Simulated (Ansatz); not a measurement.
**GaSiHO+ (doublet): wave-function methods side by side, cc-pVDZ**

How much of the correlation energy of GaSiHO+ (doublet) does each wave-function method recover here?

The runs use Ansatz 0.2.0, Gaussian basis; cc-pVDZ, core rule «outside noble gas», up to 20 orbitals frozen.

Plan: UHF; CCSD(T) on ROHF; CCSD(T) on UHF; BCCD(T) on ROHF; CISD; CCSDT(Q) on ROHF; CCSDT(Q) on UHF; CASSCF and MRCISD+Q, 9 electrons in 9 orbitals; CASSCF and NEVPT2, 9 electrons in 9 orbitals.

23 further runs of the same task are left out: 2 for a known fault of the program, 15 that didn't finish, 6 set aside as unsound or not needed.

## 1. The system

The geometry is a PBE0/def2-TZVP stationary point (not a proven minimum) of the parent state, kept for this charge and spin. No spin-orbit coupling is included. The filled d shell of Ga may be among the frozen orbitals whatever the setting's name suggests; the logs give the count.

4 atoms, charge 1, spin multiplicity 2.

Atoms are counted from 1 here; the program's logs count them from 0.

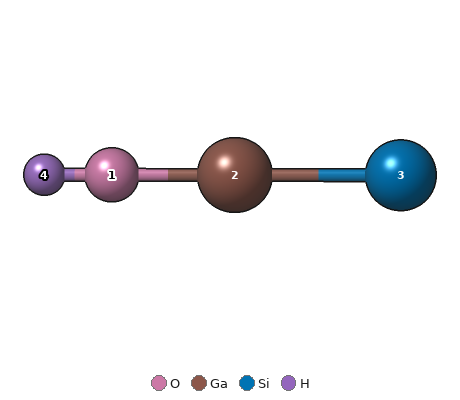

The structure; oxygen pink, gallium brown, silicon blue, hydrogen purple; atoms are numbered from 1 in the order of the file.

As a file:

```xyz
4
charge 1, multiplicity 2
O     0.0000    0.0000    1.2113
Ga    0.0000    0.0000   -0.5184
Si    0.0000    0.0000   -2.8536
H     0.0000    0.0000    2.1608
```

In the tables R marks a restricted open-shell determinant and U an unrestricted one; 'frontier' is the active space of 9 electrons in 9 orbitals; energies count from the table's Hartree-Fock row.

## 2. UHF

in.yaml

```yaml
crystal:
  periodic: [false, false, false]
  atoms:
    - {symbol: O, position_ang: [0.000000, 0.000000, 1.211275]}
    - {symbol: Ga, position_ang: [0.000000, 0.000000, -0.518425]}
    - {symbol: Si, position_ang: [0.000000, 0.000000, -2.853625]}
    - {symbol: H, position_ang: [0.000000, 0.000000, 2.160775]}
basis:
  gaussian: {orbitals: cc-pVDZ}
total_charge: 1
magnetization: {spin_polarized: true, initial_magnetization: 1}
hamiltonian: {xc: hf}
output: {orbitals: {seedname: orbitals}}
```

The run is started by

```
$ ansatz run in.yaml --threads 1 --pin off --events-out ev --progress --plain --max-ram 2393MiB
```

What it wrote:

```text
Functional definition: HF
  name "HF"
  cite "Fock, Z. Phys. 61, 126 (1930) doi:10.1007/BF01340294"
  parent pbe
  exchange = exact_x
  correlation = 0
680 factors; integrals over basis functions are off by at most 1.4e-3 eV
mean field evaluation 1: about -62230.2054 eV, gradient 4.8e1 eV
mean field evaluation 2: about -62230.2146 eV, gradient 4.8e1 eV
mean field evaluation 4: about -62240.1923 eV, gradient 8.0e0 eV
mean field evaluation 8: about -62240.8773 eV, gradient 1.6e-1 eV
mean field evaluation 16: about -62240.8735 eV, gradient 3.4e-1 eV
mean field evaluation 32: about -62239.9443 eV, gradient 7.0e0 eV
mean field evaluation 64: about -62239.5167 eV, gradient 5.1e0 eV
mean field evaluation 96: about -62237.9077 eV, gradient 2.3e0 eV
mean field evaluation 128: about -62235.0377 eV, gradient 1.0e1 eV
mean field evaluation 160: about -62239.9569 eV, gradient 7.0e0 eV
mean field -62240.87999429 eV, -2287.3101514066 hartree, gradient 5.8e-6 eV, S^2 0.830084; 5 other end points of the search recorded, 0 dependent functions left out
reference -62240.87999429 eV, -2287.3101514066 hartree; 27, 26 occupied and 37, 38 virtual orbitals, 680 factors
Total energy: -62240.87999429 eV, -2287.3101514066 hartree
```

Run time: 9.5 s. Hardware: 1 thread of Arm Neoverse N1, shared host.

From the report: ⟨S²⟩ of the determinant 0.830 (pure doublet: 0.75).

## 3. CCSD(T) on ROHF

in.yaml: that of step 2 with these lines changed.

```diff
@@ -10,4 +10,3 @@
 total_charge: 1
-magnetization: {spin_polarized: true, initial_magnetization: 1}
-hamiltonian: {xc: hf}
-output: {orbitals: {seedname: orbitals}}
+magnetization: {spin_polarized: false, initial_magnetization: 1}
+correlation: {method: ccsd_t, electrons: outside_noble_gas}
```

Launched as before.

What it wrote (excerpt; [...] marks lines left out):

```text
Functional definition: HF
  name "HF"
  cite "Fock, Z. Phys. 61, 126 (1930) doi:10.1007/BF01340294"
  parent pbe
[...]
680 factors; integrals over basis functions are off by at most 1.4e-3 eV
[...]
mean field -62240.78046973 eV, -2287.3064939464 hartree, gradient 1.7e-6 eV, S^2 0.750000; 4 other end points of the search recorded, 0 dependent functions left out
[...]
determinant -62240.78046973 eV, -2287.3064939464 hartree, with singles and doubles -62249.36768395 eV, -2287.6220682482 hartree
determinant -62237.71910404 eV, -2287.1939908324 hartree, with singles and doubles -62246.38414349 eV, -2287.5124251588 hartree
20 core orbitals not correlated: weight in the atoms' cores, before any rotation towards them, 0.498 or more for the frozen orbitals, at most 0.496 for the correlated occupied ones
reference -62240.78046973 eV, -2287.3064939464 hartree; 7, 6 occupied and 37, 38 virtual orbitals, 680 factors
second order -7.80456370 eV of doubles, -0.05541542 eV of singles
cycle   1  -8.58720197 eV  change    1.2e-5 eV  update   1.7e-3
[...]
cycle   7  -8.58745933 eV  change    4.0e-6 eV  update   1.2e-5
perturbative correction -0.24993323 eV, -0.0091848769 hartree
Total energy: -62249.61786230 eV, -2287.6312621331 hartree
```

Wall time 21 s (1 thread of Arm Neoverse N1, shared host).

From the report: correlation -8.8374 eV; T1 0.025; largest double amplitude 0.07.

## 4. CCSD(T) on UHF

in.yaml: that of step 3 with these lines changed.

```diff
@@ -10,3 +10,3 @@
 total_charge: 1
-magnetization: {spin_polarized: false, initial_magnetization: 1}
+magnetization: {spin_polarized: true, initial_magnetization: 1}
 correlation: {method: ccsd_t, electrons: outside_noble_gas}
```

The command is unchanged.

What it wrote (excerpt; [...] marks lines left out):

```text
Functional definition: HF
  name "HF"
  cite "Fock, Z. Phys. 61, 126 (1930) doi:10.1007/BF01340294"
  parent pbe
[...]
680 factors; integrals over basis functions are off by at most 1.4e-3 eV
[...]
mean field -62240.87999429 eV, -2287.3101514066 hartree, gradient 1.5e-6 eV, S^2 0.830080; 15 other end points of the search recorded, 0 dependent functions left out
determinant -62240.87999429 eV, -2287.3101514066 hartree, with singles and doubles -62249.35145921 eV, -2287.6214719999 hartree
determinant -62238.99172209 eV, -2287.2407586832 hartree, with singles and doubles -62247.23902237 eV, -2287.5438413780 hartree
determinant -62238.86328645 eV, -2287.2360387603 hartree, with singles and doubles -62247.16348630 eV, -2287.5410654787 hartree
determinant -62237.90641457 eV, -2287.2008743672 hartree, with singles and doubles -62246.39230551 eV, -2287.5127251073 hartree
[...]
determinant -62236.50838777 eV, -2287.1494978301 hartree, with singles and doubles -62244.50844509 eV, -2287.4434945139 hartree
determinant -62240.87799355 eV, -2287.3100778807 hartree, with singles and doubles -62249.37075296 eV, -2287.6221810324 hartree
determinant -62240.87999429 eV, -2287.3101514066 hartree, with singles and doubles -62249.36892376 eV, -2287.6221138105 hartree
determinant -62240.87799355 eV, -2287.3100778807 hartree, with singles and doubles -62249.37123628 eV, -2287.6221987941 hartree
20 core orbitals not correlated, not the lowest: weight in the atoms' cores, before any rotation towards them, 0.499 or more for the frozen orbitals, at most 0.495 for the correlated occupied ones
reference -62240.87799355 eV, -2287.3100778807 hartree; 7, 6 occupied and 37, 38 virtual orbitals, 680 factors
second order -7.75029882 eV of doubles, -0.00000000 eV of singles
cycle   1  -8.49323715 eV  change    5.6e-6 eV  update   2.5e-6
perturbative correction -0.24675133 eV, -0.0090679440 hartree
Total energy: -62249.61798203 eV, -2287.6312665332 hartree
```

It took 55 s on 1 thread of Arm Neoverse N1, shared host.

From the report: ⟨S²⟩ of the determinant 0.764 (pure doublet: 0.75); correlation -8.7400 eV; T1 0.024; largest double amplitude 0.07.

## 5. BCCD(T) on ROHF

in.yaml: that of step 4 with these lines changed.

```diff
@@ -10,3 +10,3 @@
 total_charge: 1
-magnetization: {spin_polarized: true, initial_magnetization: 1}
-correlation: {method: ccsd_t, electrons: outside_noble_gas}
+magnetization: {spin_polarized: false, initial_magnetization: 1}
+correlation: {method: bccd_t, electrons: outside_noble_gas}
```

The command is unchanged.

What it wrote (excerpt; [...] marks lines left out):

```text
Functional definition: HF
  name "HF"
  cite "Fock, Z. Phys. 61, 126 (1930) doi:10.1007/BF01340294"
  parent pbe
[...]
680 factors; integrals over basis functions are off by at most 1.4e-3 eV
[...]
mean field -62240.78046973 eV, -2287.3064939464 hartree, gradient 1.7e-6 eV, S^2 0.750000; 4 other end points of the search recorded, 0 dependent functions left out
[...]
determinant -62240.78046973 eV, -2287.3064939464 hartree, with singles and doubles -62249.36768395 eV, -2287.6220682482 hartree
determinant -62237.71910404 eV, -2287.1939908324 hartree, with singles and doubles -62246.38414349 eV, -2287.5124251588 hartree
20 core orbitals not correlated: weight in the atoms' cores, before any rotation towards them, 0.498 or more for the frozen orbitals, at most 0.496 for the correlated occupied ones
reference -62240.78046973 eV, -2287.3064939464 hartree; 7, 6 occupied and 37, 38 virtual orbitals, 680 factors
second order -7.80456370 eV of doubles, -0.05541542 eV of singles
cycle   1  -8.55191358 eV  change    3.5e-2 eV  update   1.5e-2
[...]
cycle   9  -8.55745864 eV  change    6.2e-6 eV  update   1.2e-5
perturbative correction -0.28444456 eV, -0.0104531447 hartree
Total energy: -62249.62237293 eV, -2287.6314278958 hartree
```

Run time: 22 s. Hardware: 1 thread of Arm Neoverse N1, shared host.

From the report: correlation -8.8419 eV; largest double amplitude 0.07.

## 6. CISD

in.yaml: that of step 5 with these lines changed.

```diff
@@ -11,2 +11,2 @@
 magnetization: {spin_polarized: false, initial_magnetization: 1}
-correlation: {method: bccd_t, electrons: outside_noble_gas}
+correlation: {active_space: {ras: {orbitals: [6, 1, 37], electrons: 13, max_holes: 2, max_particles: 2}, fixed_orbitals: true}}
```

The command is unchanged.

What it wrote:

```text
Functional definition: HF
  name "HF"
  cite "Fock, Z. Phys. 61, 126 (1930) doi:10.1007/BF01340294"
  parent pbe
  exchange = exact_x
  correlation = 0
680 factors; integrals over basis functions are off by at most 1.4e-3 eV
mean field evaluation 1: about -62230.1126 eV, gradient 6.8e1 eV
mean field evaluation 2: about -62230.1217 eV, gradient 6.8e1 eV
mean field evaluation 4: about -62239.1313 eV, gradient 2.0e1 eV
mean field evaluation 8: about -62240.7790 eV, gradient 3.8e-1 eV
mean field evaluation 16: about -62240.7794 eV, gradient 4.1e-1 eV
mean field evaluation 32: about -62232.3989 eV, gradient 3.0e0 eV
mean field -62240.78046973 eV, -2287.3064939464 hartree, gradient 1.7e-6 eV, S^2 0.750000; 3 other end points of the search recorded, 0 dependent functions left out
reference -62240.78046973 eV, -2287.3064939464 hartree; 27, 26 occupied and 37, 38 virtual orbitals, 680 factors
state -62247.75788518 eV, -2287.5629092345 hartree
Total energy: -62247.75788518 eV, -2287.5629092345 hartree
```

It took 13 s on 1 thread of Arm Neoverse N1, shared host.

From the report: 35,247 determinants.

## 7. CCSDT(Q) on ROHF

in.yaml: that of step 6 with these lines changed.

```diff
@@ -11,2 +11,2 @@
 magnetization: {spin_polarized: false, initial_magnetization: 1}
-correlation: {active_space: {ras: {orbitals: [6, 1, 37], electrons: 13, max_holes: 2, max_particles: 2}, fixed_orbitals: true}}
+correlation: {method: ccsdt_q, electrons: outside_noble_gas}
```

Launched as before.

What it wrote (excerpt; [...] marks lines left out):

```text
Functional definition: HF
  name "HF"
  cite "Fock, Z. Phys. 61, 126 (1930) doi:10.1007/BF01340294"
  parent pbe
[...]
1188 factors; integrals over basis functions are off by at most 1.5e-7 eV
[...]
mean field -62240.78079017 eV, -2287.3065057222 hartree, gradient 1.7e-6 eV, S^2 0.750000; 4 other end points of the search recorded, 0 dependent functions left out
[...]
determinant -62240.78079017 eV, -2287.3065057222 hartree, with singles and doubles -62249.36801720 eV, -2287.6220804949 hartree
determinant -62237.71943393 eV, -2287.1940029556 hartree, with singles and doubles -62246.38448111 eV, -2287.5124375660 hartree
20 core orbitals not correlated: weight in the atoms' cores, before any rotation towards them, 0.498 or more for the frozen orbitals, at most 0.496 for the correlated occupied ones
reference -62240.78079017 eV, -2287.3065057222 hartree; 7, 6 occupied and 37, 38 virtual orbitals, 1188 factors
second order -7.80458747 eV of doubles, -0.05541571 eV of singles
cycle   1  -8.16716920 eV  change   -3.1e-1 eV  update   1.2e-1
[...]
cycle  22  -8.87134721 eV  change    6.1e-7 eV  update   1.4e-6
perturbative correction -0.02321609 eV, -0.0008531755 hartree
Total energy: -62249.67535347 eV, -2287.6333748945 hartree
```

Wall time 2.7 min (1 thread of Arm Neoverse N1, shared host); peak memory 1.3 GiB.

From the report: correlation -8.8946 eV; T1 0.026; largest double amplitude 0.08.

## 8. CCSDT(Q) on UHF

in.yaml: that of step 7 with these lines changed.

```diff
@@ -10,3 +10,3 @@
 total_charge: 1
-magnetization: {spin_polarized: false, initial_magnetization: 1}
+magnetization: {spin_polarized: true, initial_magnetization: 1}
 correlation: {method: ccsdt_q, electrons: outside_noble_gas}
```

Launched as before.

What it wrote (excerpt; [...] marks lines left out):

```text
Functional definition: HF
  name "HF"
  cite "Fock, Z. Phys. 61, 126 (1930) doi:10.1007/BF01340294"
  parent pbe
[...]
1188 factors; integrals over basis functions are off by at most 1.5e-7 eV
[...]
mean field -62240.88031635 eV, -2287.3101632419 hartree, gradient 4.4e-7 eV, S^2 0.830089; 15 other end points of the search recorded, 0 dependent functions left out
determinant -62240.88031635 eV, -2287.3101632419 hartree, with singles and doubles -62249.35178992 eV, -2287.6214841536 hartree
determinant -62238.99206072 eV, -2287.2407711275 hartree, with singles and doubles -62247.23935935 eV, -2287.5438537620 hartree
determinant -62238.86363453 eV, -2287.2360515519 hartree, with singles and doubles -62247.16382466 eV, -2287.5410779133 hartree
determinant -62237.90674549 eV, -2287.2008865284 hartree, with singles and doubles -62246.39264769 eV, -2287.5127376824 hartree
[...]
determinant -62240.87831508 eV, -2287.3100896968 hartree, with singles and doubles -62249.37108611 eV, -2287.6221932754 hartree
determinant -62240.88031635 eV, -2287.3101632419 hartree, with singles and doubles -62249.36925644 eV, -2287.6221260361 hartree
determinant -62240.87831508 eV, -2287.3100896968 hartree, with singles and doubles -62249.37156931 eV, -2287.6222110327 hartree
20 core orbitals not correlated, not the lowest: weight in the atoms' cores, before any rotation towards them, 0.499 or more for the frozen orbitals, at most 0.495 for the correlated occupied ones
reference -62240.87831508 eV, -2287.3100896968 hartree; 7, 6 occupied and 37, 38 virtual orbitals, 1188 factors
second order -7.75032139 eV of doubles, -0.00000000 eV of singles
cycle   1  -8.05146735 eV  change   -3.0e-1 eV  update   1.2e-1
[...]
cycle  23  -8.77410511 eV  change    5.9e-7 eV  update   8.2e-7
perturbative correction -0.03011213 eV, -0.0011066003 hartree
Total energy: -62249.68253232 eV, -2287.6336387124 hartree
```

Run time: 3.2 min. Hardware: 1 thread of Arm Neoverse N1, shared host; peak memory 0.93 GiB.

From the report: ⟨S²⟩ of the determinant 0.764 (pure doublet: 0.75); correlation -8.8042 eV; T1 0.026; largest double amplitude 0.08.

## 9. CASSCF and MRCISD+Q, 9 electrons in 9 orbitals

in.yaml: that of step 8 with these lines changed.

```diff
@@ -10,3 +10,3 @@
 total_charge: 1
-magnetization: {spin_polarized: true, initial_magnetization: 1}
-correlation: {method: ccsdt_q, electrons: outside_noble_gas}
+magnetization: {spin_polarized: false, initial_magnetization: 1}
+correlation: {method: fic_mrcisd_q, electrons: outside_noble_gas, active_space: {window: {electrons: 9, orbitals: 9}}}
```

The command is unchanged.

What it wrote (excerpt; [...] marks lines left out):

```text
Functional definition: HF
  name "HF"
  cite "Fock, Z. Phys. 61, 126 (1930) doi:10.1007/BF01340294"
  parent pbe
[...]
680 factors; integrals over basis functions are off by at most 1.4e-3 eV
[...]
mean field -62240.78046973 eV, -2287.3064939464 hartree, gradient 1.7e-6 eV, S^2 0.750000; 3 other end points of the search recorded, 0 dependent functions left out
reference -62240.78046973 eV, -2287.3064939464 hartree; 27, 26 occupied and 37, 38 virtual orbitals, 680 factors
state -62243.78318875 eV, -2287.4168418349 hartree
contracted CI cycle   1: correlation 0.00000000 eV, 0.0000000000 hartree, residual 2.28e1 eV
contracted CI cycle   2: correlation -5.05515435 eV, -0.1857734959 hartree, residual 4.13e0 eV
contracted CI cycle   3: correlation -5.29900441 eV, -0.1947348201 hartree, residual 1.40e0 eV
contracted CI cycle   4: correlation -5.32861495 eV, -0.1958229875 hartree, residual 5.42e-1 eV
contracted CI cycle   5: correlation -5.33302417 eV, -0.1959850232 hartree, residual 2.24e-1 eV
contracted CI cycle   6: correlation -5.33371812 eV, -0.1960105257 hartree, residual 9.44e-2 eV
contracted CI cycle   7: correlation -5.33382519 eV, -0.1960144604 hartree, residual 3.88e-2 eV
contracted CI cycle   8: correlation -5.33384515 eV, -0.1960151940 hartree, residual 1.51e-2 eV
contracted CI cycle   9: correlation -5.33384829 eV, -0.1960153092 hartree, residual 6.10e-3 eV
contracted CI cycle  10: correlation -5.33384882 eV, -0.1960153287 hartree, residual 2.74e-3 eV
contracted CI cycle  11: correlation -5.33384892 eV, -0.1960153325 hartree, residual 1.23e-3 eV
state -62243.78318875 eV, -2287.4168418349 hartree; corrected -62249.60075586 eV, -2287.6306334828 hartree
Total energy: -62249.60075586 eV, -2287.6306334828 hartree
```

It took 27 s on 1 thread of Arm Neoverse N1, shared host; peak memory 0.38 GiB.

From the report: 3,960 determinants; active occupations 1.98, 1.98, 1.97, 1.93, 1.00, 0.07, 0.03, 0.02, 0.02.

## 10. CASSCF and NEVPT2, 9 electrons in 9 orbitals

in.yaml: that of step 9 with these lines changed.

```diff
@@ -11,2 +11,2 @@
 magnetization: {spin_polarized: false, initial_magnetization: 1}
-correlation: {method: fic_mrcisd_q, electrons: outside_noble_gas, active_space: {window: {electrons: 9, orbitals: 9}}}
+correlation: {method: sc_nevpt2, electrons: outside_noble_gas, active_space: {window: {electrons: 9, orbitals: 9}}}
```

Launched as before.

What it wrote:

```text
Functional definition: HF
  name "HF"
  cite "Fock, Z. Phys. 61, 126 (1930) doi:10.1007/BF01340294"
  parent pbe
  exchange = exact_x
  correlation = 0
680 factors; integrals over basis functions are off by at most 1.4e-3 eV
mean field evaluation 1: about -62230.1126 eV, gradient 6.8e1 eV
mean field evaluation 2: about -62230.1217 eV, gradient 6.8e1 eV
mean field evaluation 4: about -62239.1313 eV, gradient 2.0e1 eV
mean field evaluation 8: about -62240.7790 eV, gradient 3.8e-1 eV
mean field evaluation 16: about -62240.7794 eV, gradient 4.1e-1 eV
mean field evaluation 32: about -62232.3989 eV, gradient 3.0e0 eV
mean field -62240.78046973 eV, -2287.3064939464 hartree, gradient 1.7e-6 eV, S^2 0.750000; 3 other end points of the search recorded, 0 dependent functions left out
reference -62240.78046973 eV, -2287.3064939464 hartree; 27, 26 occupied and 37, 38 virtual orbitals, 680 factors
state -62243.78318875 eV, -2287.4168418349 hartree
state -62243.78318875 eV, -2287.4168418349 hartree; corrected -62248.21519621 eV, -2287.5797151050 hartree
Total energy: -62248.21519621 eV, -2287.5797151050 hartree
```

It took 21 s on 1 thread of Arm Neoverse N1, shared host.

From the report: 3,960 determinants; active occupations 1.98, 1.98, 1.97, 1.93, 1.00, 0.07, 0.03, 0.02, 0.02.

## 11. Misses and costs

The yardstick is UCCSDT(Q), where the cluster series has nearly closed. Rows without a time come out of other runs: HF, MP2 and CCSD of CCSD(T), CCSDT of CCSDT(Q), CASSCF and MRCISD of the multireference runs.

Differences are taken before rounding.

| method | energy from the lowest RHF (kJ/mol) | from UCCSDT(Q) (kJ/mol) | time |
| --- | --- | --- | --- |
| RHF | 0.0 | +858.9 |  |
| UHF | -9.6 | +849.3 | 9.5 s |
| RMP2 | -758.4 | +100.5 |  |
| UMP2 | -757.2 | +101.7 |  |
| RCCSD | -828.6 | +30.4 |  |
| UCCSD | -828.9 | +30.0 |  |
| RCCSD(T) | -852.7 | +6.2 | 21 s |
| UCCSD(T) | -852.7 | +6.2 | 55 s |
| BCCD(T) | -853.1 | +5.8 | 22 s |
| RCCSDT | -856.0 | +2.9 |  |
| UCCSDT | -856.0 | +2.9 |  |
| RCCSDT(Q) | -858.2 | +0.7 | 2.7 min |
| UCCSDT(Q) | -858.9 | 0 | 3.2 min |
| CASSCF frontier | -289.7 | +569.2 |  |
| NEVPT2 frontier | -717.3 | +141.6 | 21 s |
| MRCISD frontier | -804.4 | +54.6 |  |
| MRCISD+Q frontier | -851.0 | +7.9 | 27 s |

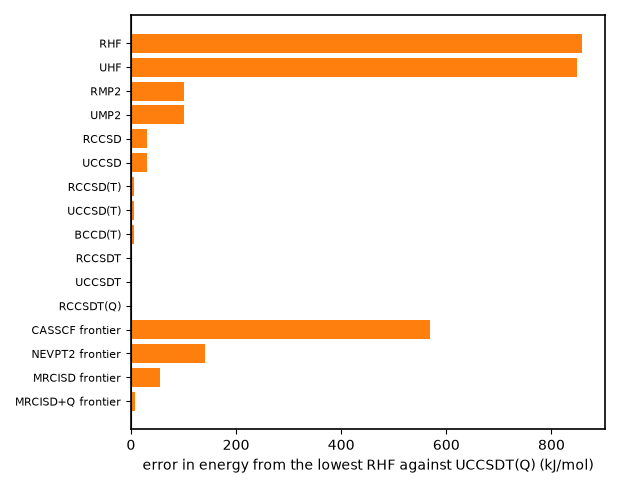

Deviations from UCCSDT(Q), method by method.

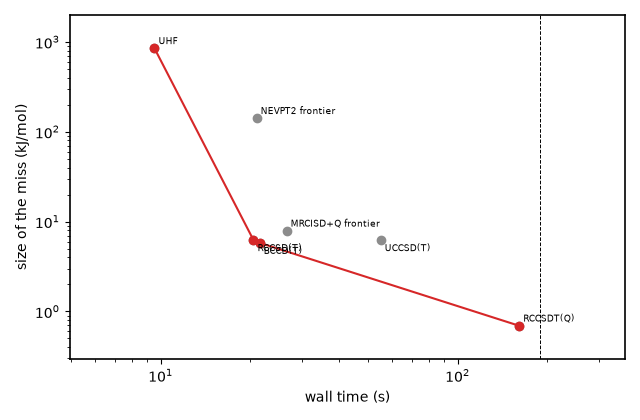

Miss against cost. Red marks the levels that no quicker level drawn beats (of those quicker than the yardstick), and the dashed line is the time of UCCSDT(Q). Times are from a shared host.

Not comparable, so not listed: CISD (they don't share determinant, frozen orbitals or solution with the rows shown, or repeat one).

## 12. Results

| quantity | value |
| --- | --- |
| UCCSDT(Q) below the RHF energy | -8.9021 eV |
| RMP2 from UCCSDT(Q) | +100.5 kJ/mol |
| UMP2 from UCCSDT(Q) | +101.7 kJ/mol |
| RCCSD from UCCSDT(Q) | +30.4 kJ/mol |
| RCCSD(T) from UCCSDT(Q) | +6.2 kJ/mol |
| UCCSD(T) from UCCSDT(Q) | +6.2 kJ/mol |
| RCCSDT(Q) from UCCSDT(Q) | +0.7 kJ/mol |
| NEVPT2 frontier from UCCSDT(Q) | +141.6 kJ/mol |
| MRCISD+Q frontier from UCCSDT(Q) | +7.9 kJ/mol |
| levels within 1 kcal/mol (43 meV) | RCCSDT, UCCSDT, RCCSDT(Q) |
| T1 diagnostic | 0.025 |

RCCSD(T) lands +6.2 kJ/mol from the yardstick (0.7 % of the correlation energy). Of the multireference levels listed MRCISD+Q frontier comes nearest in total energy (+7.9 kJ/mol), which doesn't show that its space is the better one. These misses are within one basis, not against nature; the frozen cores of restricted and unrestricted runs differ, which can shift their rows.

RCCSDT(Q) reaches 0.7 kJ/mol from the reference in 2.7 min, where UCCSDT(Q) took 3.2 min; the quickest level in the cost chart, UHF, takes 9.5 s and misses by 849.3 kJ/mol.
